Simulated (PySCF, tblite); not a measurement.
# C5H7NS: a rotation path, then NMR shifts on frames

How do NMR shifts of C5H7NS (`CCc1cncs1`) change as the atoms move?

Computed with tblite 0.8.0 and PySCF 2.14.0, with density-fitted response routines of our own, on a single molecule in the gas phase. Atoms are numbered from 0 throughout.

### Step 1. The starting structure

14 atoms, charge 0, multiplicity 1; geometry from: GFN2-xTB.

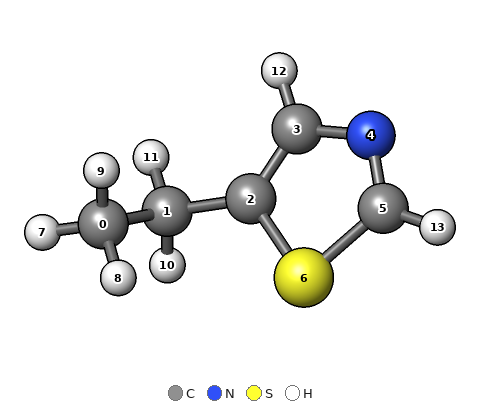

As it starts; carbon grey, nitrogen blue, sulfur yellow, hydrogen white, atoms numbered.

### Step 2. A band between two rotamers with GFN2-xTB

The job: settings as JSON, then the geometry in Å.

```
{"job": {"kind": "neb", "xc": "GFN2-xTB", "basis": "xTB", "atoms": [3, 2, 1, 0], "turn": 120}, "charge": 0, "multiplicity": 1}
C     -1.536944    -1.230883     0.944775
C     -0.928083    -0.633632    -0.325149
C      0.289771     0.164097    -0.017947
C      0.463540     1.513921    -0.063391
N      1.685919     1.965689     0.302877
C      2.462556     1.005187     0.634469
S      1.760333    -0.580787     0.526281
H     -2.428749    -1.802717     0.701017
H     -0.822864    -1.891752     1.431589
H     -1.809459    -0.441346     1.641710
H     -0.673012    -1.441661    -1.015659
H     -1.656087     0.017370    -0.813999
H     -0.283457     2.224653    -0.367472
H      3.475858     1.131387     0.958783
```

With the program's defaults for keys left out, this is: GFN2-xTB climbing-image nudged elastic band, gas phase.

Command:

```console
$ OMP_NUM_THREADS=1 python probes_run.py task.json out
```

This one command runs all jobs of the session in turn.

Output:

```text
image   E - E0 / eV
  0       0.0000
  1       0.0037
  2       0.0124
  3       0.0230
  4       0.0328
  5       0.0383
  6       0.0358
  7       0.0303
  8       0.0271
```

Run time: 6.8 s. Hardware: 1 thread, shared host.

The final band, with the dihedral C3–C2–C1–C0:

| image | dihedral (°) | energy (eV) | energy (kcal/mol) |
| --- | --- | --- | --- |
| 0 | -109 | 0.000 | 0.0 |
| 1 | -96 | 0.004 | 0.1 |
| 2 | -81 | 0.012 | 0.3 |
| 3 | -67 | 0.023 | 0.5 |
| 4 | -53 | 0.033 | 0.8 |
| 5 | -38 | 0.038 | 0.9 |
| 6 | -24 | 0.036 | 0.8 |
| 7 | -9 | 0.030 | 0.7 |
| 8 | 9 | 0.027 | 0.6 |

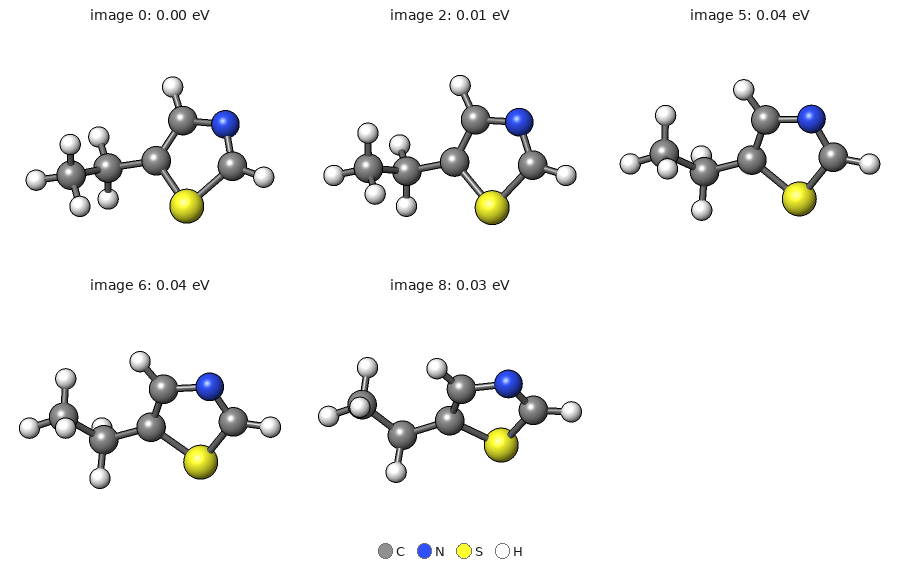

Images along the band.

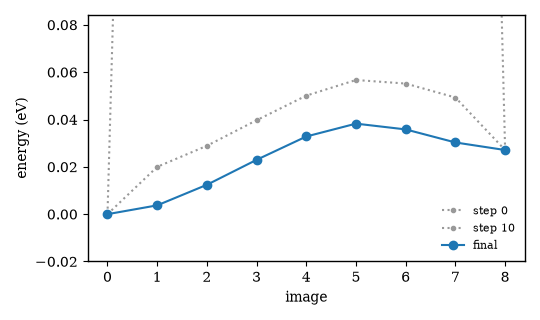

Energy along the band, early and final.

### Step 3. Nuclear shieldings: image 0, PBE0/pcSseg-1

The job: settings as JSON, then the geometry in Å.

```
{"job": {"kind": "nmr", "xc": "PBE0", "basis": "pcSseg-1", "pop": false}, "charge": 0, "multiplicity": 1}
C     -1.536900    -1.230900     0.944800
C     -0.928100    -0.633600    -0.325100
C      0.289800     0.164100    -0.017900
C      0.463500     1.513900    -0.063400
N      1.685900     1.965700     0.302900
C      2.462600     1.005200     0.634500
S      1.760300    -0.580800     0.526300
H     -2.428700    -1.802700     0.701000
H     -0.822900    -1.891800     1.431600
H     -1.809500    -0.441300     1.641700
H     -0.673000    -1.441700    -1.015700
H     -1.656100     0.017400    -0.814000
H     -0.283500     2.224700    -0.367500
H      3.475900     1.131400     0.958800
```

With the program's defaults for keys left out, this is: GIAO PBE0/pcSseg-1 NMR shielding, non-relativistic, gas phase.

Output:

```text
coarse grid: 12456 points
cycle   1  E = -647.1157792144  dE =  1.173e+00  |g| = 3.807e-01  |ddm| = 3.619e+00
cycle   2  E = -647.0683054699  dE =  4.747e-02  |g| = 5.900e-01  |ddm| = 1.032e+00
cycle   3  E = -647.1514878922  dE = -8.318e-02  |g| = 1.101e-01  |ddm| = 7.103e-01
cycle   4  E = -647.1541978200  dE = -2.710e-03  |g| = 3.490e-02  |ddm| = 1.307e-01
cycle   5  E = -647.1544758492  dE = -2.780e-04  |g| = 1.027e-02  |ddm| = 4.160e-02
cycle   6  E = -647.1544954750  dE = -1.963e-05  |g| = 5.382e-03  |ddm| = 1.431e-02
cycle   7  E = -647.1545028390  dE = -7.364e-06  |g| = 1.066e-03  |ddm| = 5.866e-03
final grid: 116384 points
cycle   8  E = -647.1977496633  dE = -2.347e-05  |g| = 9.925e-03  |ddm| = 2.822e-02
cycle   9  E = -647.1977157261  dE =  3.394e-05  |g| = 1.496e-02  |ddm| = 2.529e-02
cycle  10  E = -647.1977733569  dE = -5.763e-05  |g| = 2.486e-03  |ddm| = 1.824e-02
cycle  11  E = -647.1977749092  dE = -1.552e-06  |g| = 3.379e-04  |ddm| = 2.710e-03
cycle  12  E = -647.1977749330  dE = -2.373e-08  |g| = 1.316e-04  |ddm| = 4.655e-04
cycle  13  E = -647.1977749367  dE = -3.718e-09  |g| = 4.160e-05  |ddm| = 1.370e-04
cycle  14  E = -647.1977749371  dE = -3.752e-10  |g| = 1.934e-05  |ddm| = 5.736e-05
converged SCF energy = -647.1977749371

GIAO shielding tensors (ppm)
atom      isotropic    diamagn.    paramagn.     s11        s22        s33       span
  0 C      163.921     246.800     -82.879    149.113    157.369    185.281     36.169
  1 C      161.160     243.600     -82.441    146.290    164.854    172.336     26.046
  2 C       32.959     265.547    -232.588    -36.832     18.098    117.611    154.443
  3 C       44.204     250.253    -206.049    -26.384     54.117    104.878    131.261
  4 N      -95.579     333.061    -428.639   -393.342   -112.998    219.604    612.946
  5 C       31.723     260.942    -229.218    -47.440     37.972    104.638    152.078
  6 S      226.604    1058.238    -831.635      4.109    287.572    388.130    384.020
  7 H       30.276      28.152       2.124     25.885     26.923     38.020     12.135
  8 H       30.402      29.759       0.643     25.272     30.617     35.316     10.044
  9 H       30.486      29.708       0.778     26.695     29.122     35.640      8.945
 10 H       28.740      29.884      -1.144     24.243     27.514     34.463     10.220
 11 H       28.826      30.809      -1.983     23.648     28.147     34.683     11.035
 12 H       24.011      32.001      -7.990     20.698     22.815     28.520      7.822
 13 H       23.497      29.850      -6.353     20.179     22.314     27.998      7.818
```

It took 43 s on 1 thread, shared host.

Shifts follow as δ = σ(reference) − σ, with reference shieldings (ppm) from runs at the same level and on the same kind of geometry: ¹H TMS 31.72, ¹³C TMS 186.9, ¹⁵N NH3 267.7, ³³S CS2 504. The references are single molecules in the gas phase, so shifts against H2O, NH3, PH3, H3PO4 or CFCl3 are not on the usual liquid scales and can be off by tens of ppm. Each atom is listed at this fixed geometry, with no averaging over motion; a spectrum would average atoms that exchange fast.

| atoms | environment | σ (ppm) | δ (ppm) |
| --- | --- | --- | --- |
| C5 | aromatic CH between two ring heteroatoms | 31.7 | 155.2 |
| C2 | substituted aromatic carbon next to the ring sulfur | 33.0 | 154.0 |
| C3 | aromatic CH next to a ring nitrogen | 44.2 | 142.7 |
| C1 | sp3 CH2 on an aromatic ring | 161.2 | 25.8 |
| C0 | methyl carbon | 163.9 | 23.0 |
| H13 | hydrogen on an aromatic CH between two ring heteroatoms | 23.50 | 8.22 |
| H12 | hydrogen on an aromatic CH next to a ring nitrogen | 24.01 | 7.71 |
| H10 | hydrogen on an sp3 CH2 on an aromatic ring | 28.74 | 2.98 |
| H11 | hydrogen on an sp3 CH2 on an aromatic ring | 28.83 | 2.89 |
| H7 | hydrogen on a methyl carbon | 30.28 | 1.44 |
| H8 | hydrogen on a methyl carbon | 30.40 | 1.32 |
| H9 | hydrogen on a methyl carbon | 30.49 | 1.23 |
| N4 | pyridine-type nitrogen of an azole | -95.6 | 363.3 |
| S6 | aromatic ring sulfur | 227 | 277 |

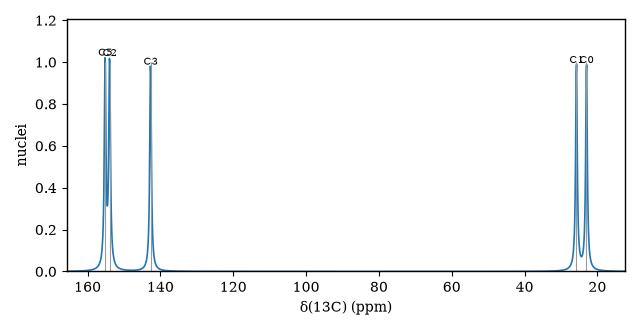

¹³C lines at the computed shifts, without couplings. Lines are broadened to a width of 0.53 ppm (Lorentzian).

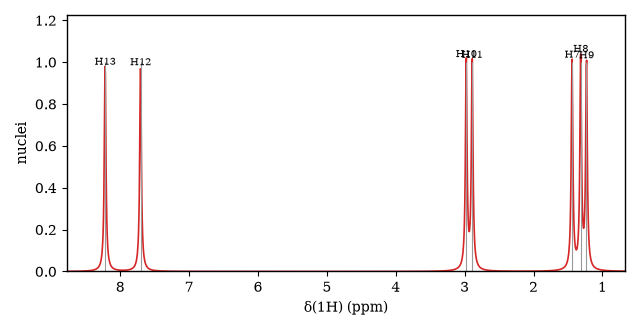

¹H lines at the computed shifts, without couplings. Lines are broadened to a width of 0.03 ppm (Lorentzian).

Ring of atoms C2, C3, N4, C5, S6: NICS(0) -11.9, NICS(1) -11.4, NICS(1)zz -26.6 ppm (means of both faces).

### Step 4. Shielding tensors: image 2, PBE0/pcSseg-1

The job: settings as JSON, then the geometry in Å.

```
{"job": {"kind": "nmr", "xc": "PBE0", "basis": "pcSseg-1", "pop": false}, "charge": 0, "multiplicity": 1}
C     -1.621100    -1.099600     0.910600
C     -0.843100    -0.737500    -0.355600
C      0.342300     0.104000    -0.032700
C      0.398800     1.445400     0.197200
N      1.620800     1.941100     0.498600
C      2.511200     1.022400     0.513800
S      1.926300    -0.574200     0.156700
H     -2.474100    -1.723700     0.657600
H     -0.983900    -1.643800     1.603400
H     -1.977400    -0.199500     1.405200
H     -0.512000    -1.650500    -0.854200
H     -1.496200    -0.189700    -1.040400
H     -0.439800     2.116200     0.150300
H      3.547600     1.188900     0.727500
```

With the program's defaults for keys left out, this is: GIAO PBE0/pcSseg-1 NMR shielding, non-relativistic, gas phase.

Output:

```text
coarse grid: 12456 points
cycle   1  E = -647.1141586626  dE =  1.176e+00  |g| = 3.828e-01  |ddm| = 3.621e+00
cycle   2  E = -647.0647917679  dE =  4.937e-02  |g| = 5.968e-01  |ddm| = 1.041e+00
cycle   3  E = -647.1503443945  dE = -8.555e-02  |g| = 1.093e-01  |ddm| = 7.207e-01
cycle   4  E = -647.1530198329  dE = -2.675e-03  |g| = 3.484e-02  |ddm| = 1.302e-01
cycle   5  E = -647.1532983953  dE = -2.786e-04  |g| = 1.000e-02  |ddm| = 4.119e-02
cycle   6  E = -647.1533168779  dE = -1.848e-05  |g| = 5.302e-03  |ddm| = 1.400e-02
cycle   7  E = -647.1533239677  dE = -7.090e-06  |g| = 1.100e-03  |ddm| = 5.863e-03
final grid: 116384 points
cycle   8  E = -647.1968218482  dE = -2.402e-05  |g| = 1.007e-02  |ddm| = 3.173e-02
cycle   9  E = -647.1967839680  dE =  3.788e-05  |g| = 1.551e-02  |ddm| = 2.614e-02
cycle  10  E = -647.1968463608  dE = -6.239e-05  |g| = 2.482e-03  |ddm| = 1.895e-02
cycle  11  E = -647.1968479060  dE = -1.545e-06  |g| = 3.305e-04  |ddm| = 2.665e-03
cycle  12  E = -647.1968479288  dE = -2.282e-08  |g| = 1.287e-04  |ddm| = 4.660e-04
cycle  13  E = -647.1968479324  dE = -3.581e-09  |g| = 4.188e-05  |ddm| = 1.400e-04
cycle  14  E = -647.1968479328  dE = -3.827e-10  |g| = 1.931e-05  |ddm| = 5.937e-05
converged SCF energy = -647.1968479328

GIAO shielding tensors (ppm)
atom      isotropic    diamagn.    paramagn.     s11        s22        s33       span
  0 C      164.330     246.710     -82.379    149.452    157.317    186.221     36.769
  1 C      162.840     243.737     -80.897    147.340    167.378    173.803     26.463
  2 C       34.044     265.057    -231.013    -37.422     19.170    120.385    157.807
  3 C       43.487     250.708    -207.221    -31.626     51.801    110.285    141.910
  4 N      -98.324     332.811    -431.135   -396.437   -116.091    217.558    613.995
  5 C       33.728     260.814    -227.086    -41.218     37.540    104.863    146.081
  6 S      221.988    1058.119    -836.131     -0.110    301.106    364.969    365.079
  7 H       30.343      28.222       2.122     26.129     26.798     38.103     11.974
  8 H       30.472      29.635       0.837     26.033     30.089     35.294      9.261
  9 H       30.491      29.997       0.495     26.048     29.549     35.877      9.829
 10 H       28.871      30.191      -1.320     23.150     29.253     34.210     11.060
 11 H       28.692      30.400      -1.708     24.066     27.396     34.613     10.547
 12 H       23.950      32.195      -8.245     20.544     22.499     28.807      8.263
 13 H       23.629      29.796      -6.168     20.254     22.359     28.272      8.018
```

It took 43 s on 1 thread, shared host.

Key values: δ C5 153.2, C2 152.9, C3 143.4, C1 24.1, H13 8.09, H12 7.77 ppm.

[end of part 1 of 2]
